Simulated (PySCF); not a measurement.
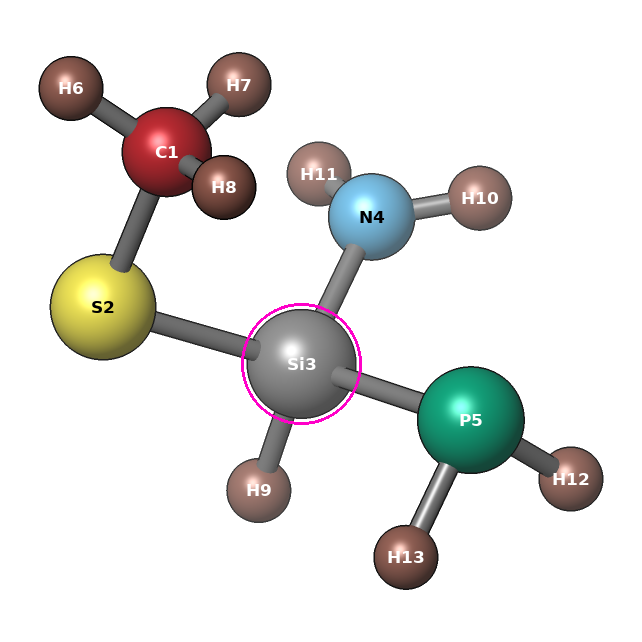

Depth is shown by fading: the farther an atom, the more it takes the colour of the background. Circles mark the stereogenic atoms. The computed structure is the end point of a PBE0-D3(BJ)/def2-SVP optimisation. No frequency run is at hand to confirm it as a minimum.

**Assign CIP descriptors.**

Si3: S (priorities S2 > P5 > N4 > H9).
